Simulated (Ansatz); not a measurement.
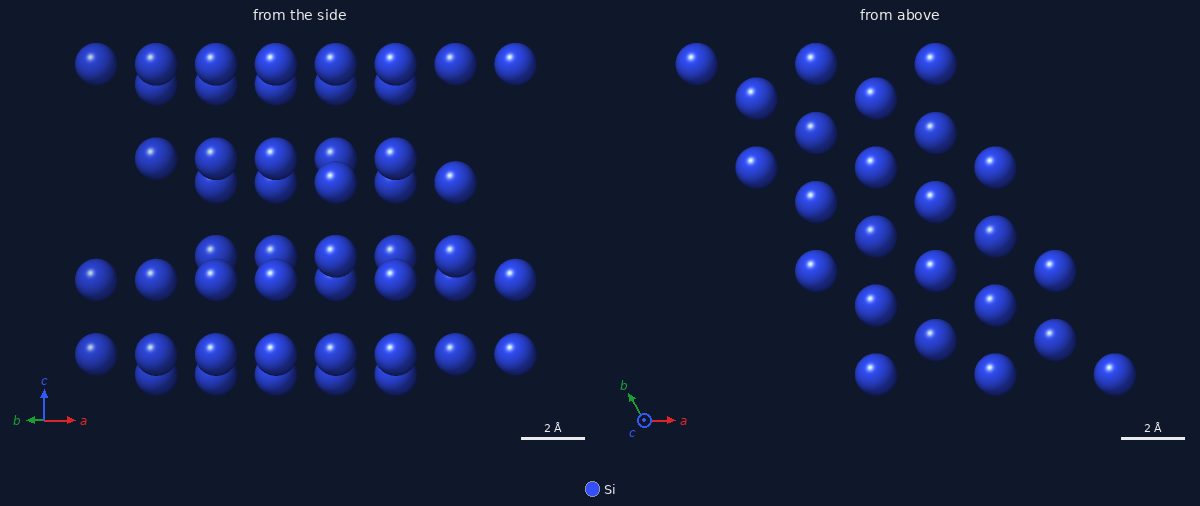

A spheres-only picture of a periodic slab, seen from the side and from above. The surface normal points up in side views; the vacuum is left out. 2×3 cells are drawn in the plane, with atoms at the edges repeated.

The cell holds 8 Si. The slab was cut from bulk Si (Fd-3m).

**Estimate the thickness.**

About 10 Å from the lowest to the highest atom.

**Count the planes and say what each contains, starting at the top.**

Eight planes: Si / Si / Si / Si / Si / Si / Si / Si.

**Give the Miller indices of the face.**

(1 1 1).

Computational set-up: DFT LDA, scalar-relativistic, plane waves, PAW (Ansatz), a 420 eV plane-wave basis, a 9×9×1 grid in reciprocal space, Gaussian smearing of 0.05 eV, no spin polarisation.

**State the work functions.**

4.86 eV on both faces.

Provenance: a structure listed in the Materials Project, from which a slab was cut. The atoms were relaxed in a fixed cell with DFT LDA, scalar-relativistic, plane waves, PAW in Ansatz.
